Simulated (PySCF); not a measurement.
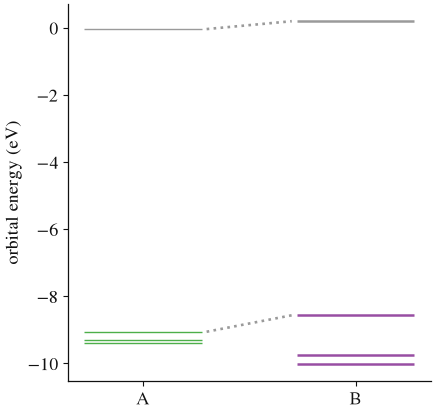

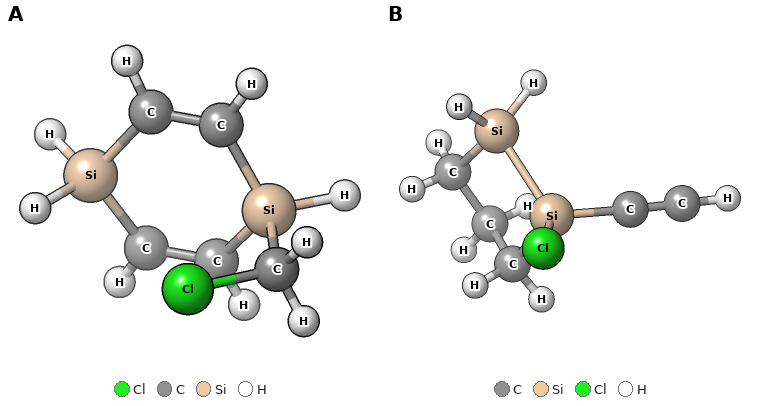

Related molecules: A is C₅H₉ClSi₂, SMILES ClC[SiH]1C=C[SiH2]C=C1; B is C₅H₉ClSi₂, SMILES C#C[Si@]1(Cl)CCC[SiH2]1. Frontier orbital energies, CAM-B3LYP/def2-SVPD, PySCF, at a PBE0-D3(BJ)/def2-SVP geometry (no frequency check); drawn are at most three filled levels and, in grey, the LUMO with any level within 0.03 eV of it; dotted lines join the HOMOs and the LUMOs.

> What does the change do to the frontier levels?

From A to B the HOMO rises by 0.49 eV and the LUMO rises by 0.23 eV, so the separation goes from 9.02 to 8.76 eV.

> Does the ΔSCF ionisation energy follow the HOMO?

A: −ε(HOMO) 9.06, ΔSCF 9.70 eV; B: −ε(HOMO) 8.57, ΔSCF 9.17 eV.

Caveats, for all or some of the runs: empty levels above zero depend strongly on the basis; one conformer of a flexible molecule.
